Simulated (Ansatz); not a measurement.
# PF3 (SMILES FP(F)F): PBE/STO-3G

What is the vertical electron affinity of PF3 at PBE/STO-3G? 

The calculation is run with Ansatz 0.2.0.

50 further runs of the same task are left out: 10 that didn't finish, 40 set aside as unsound or not needed.

### 1 Starting point

The species is PF3 (4 atoms), meant as a singlet with charge 0. SMILES: `FP(F)F`. The shape is that of a PBE0-D4/def2-TZVP optimisation.

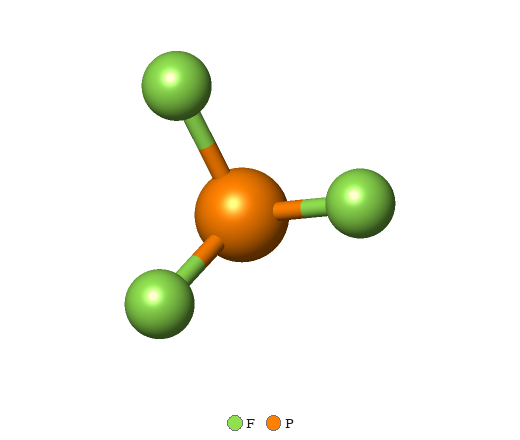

The structure, seen from a chosen angle (fluorine green, phosphorus orange).

### 2 A single-point energy at PBE/STO-3G

Contents of molecule.yaml:

```yaml
crystal:
  periodic: [false, false, false]
  atoms:
    - {symbol: F, position_ang: [0.834400, -0.663200, 0.874500]}
    - {symbol: P, position_ang: [-0.297500, 0.314600, 0.392300]}
    - {symbol: F, position_ang: [-1.061900, -0.696500, -0.536900]}
    - {symbol: F, position_ang: [0.525000, 1.045200, -0.730000]}
basis:
  gaussian: {orbitals: STO-3G}
hamiltonian: {xc: pbe}
accuracy: high
```

Command:

```sh
$ ansatz run molecule.yaml --threads 1 --pin off --max-ram 2610MiB --events-out events.jsonl --progress --plain --runs-dir runs
```

Output:

```text
Warning: RAYON_NUM_THREADS=1 ignored (pool sized by the plan → 1); use --threads N
Functional definition: PBE
  name "PBE"
  parameter kappa = 0.804
  parameter beta = 0.06672455060314922
  exchange = pbe_x(kappa = kappa, mu = beta*pi^2/3)
  correlation = pbe_c(beta = beta)
463 factors; integrals over basis functions are off by at most 2.4e-8 eV
mean field evaluation 1: about -17200.5443 eV, gradient 2.3e1 eV
mean field evaluation 2: about -17199.4327 eV, gradient 3.0e1 eV
mean field evaluation 4: about -17202.6455 eV, gradient 4.9e-2 eV
mean field evaluation 8: about -17202.6329 eV, gradient 3.4e-4 eV
mean field evaluation 16: about -17202.6329 eV, gradient 7.9e-9 eV
mean field -17202.63294355 eV, -632.1851003120 hartree, gradient 7.9e-9 eV, S^2 0.000000; 0 other end points of the search recorded, 0 dependent functions left out
reference -17202.63294452 eV, -632.1851003478 hartree; 21, 21 occupied and 3, 3 virtual orbitals, 463 factors
Total energy: -17202.63294452 eV, -632.1851003478 hartree
```

Run time: 1.3 s. Hardware: 1 thread of Arm Neoverse V1, shared host; peak memory 0.097 GiB.

### 3 The doublet anion at the same level

molecule.yaml: that of step 2 with these lines changed.

```diff
@@ -8,4 +8,10 @@
 basis:
-  gaussian: {orbitals: STO-3G}
-hamiltonian: {xc: pbe}
+  gaussian:
+    orbitals: STO-3G
+total_charge: -1
+magnetization:
+  spin_polarized: true
+  initial_magnetization: 1
+hamiltonian:
+  xc: {name: PBE}
 accuracy: high
```

Command:

```sh
$ ansatz run molecule.yaml --threads 1 --pin off --max-ram 2610MiB --events-out events.jsonl --progress --plain --runs-dir runs
```

Output, shortened:

```text
Warning: RAYON_NUM_THREADS=1 ignored (pool sized by the plan → 1); use --threads N
[... 6 set-up lines as earlier in the session ...]
463 factors; integrals over basis functions are off by at most 2.4e-8 eV
mean field evaluation 1: about -17190.9677 eV, gradient 6.6e0 eV
mean field evaluation 2: about -17190.4495 eV, gradient 1.1e1 eV
mean field evaluation 4: about -17191.2016 eV, gradient 4.5e0 eV
mean field evaluation 8: about -17191.2746 eV, gradient 3.5e0 eV
mean field evaluation 16: about -17191.3626 eV, gradient 5.9e-2 eV
mean field evaluation 32: about -17191.3761 eV, gradient 9.8e-2 eV
mean field evaluation 64: about -17191.3626 eV, gradient 1.1e-7 eV
mean field -17191.36276514 eV, -631.7709288948 hartree, gradient 4.8e-9 eV, S^2 0.750556; 6 other end points of the search recorded, 0 dependent functions left out
reference -17191.36276615 eV, -631.7709289317 hartree; 22, 21 occupied and 2, 3 virtual orbitals, 463 factors
Total energy: -17191.36276615 eV, -631.7709289317 hartree
```

Run time: 35 s. Hardware: 1 thread of Arm Neoverse V1, shared host; peak memory 0.14 GiB.

### 4 Results

At PBE/STO-3G:

| quantity | value |
| --- | --- |
| singlet PF3: total energy | -632.18510 Eh |
| doublet anion: total energy | -631.77093 Eh |
| doublet anion: ⟨S²⟩ | 0.751 |
| vertical electron affinity (to the doublet anion) | -11.270 eV |

**Reading.** The anion lies 11.27 eV (260 kcal/mol) above the neutral: the electron isn't bound at this level, and such a value depends on the basis. Without diffuse functions anions come out too high. In a minimal basis such a difference can be off by several eV, whatever the method.
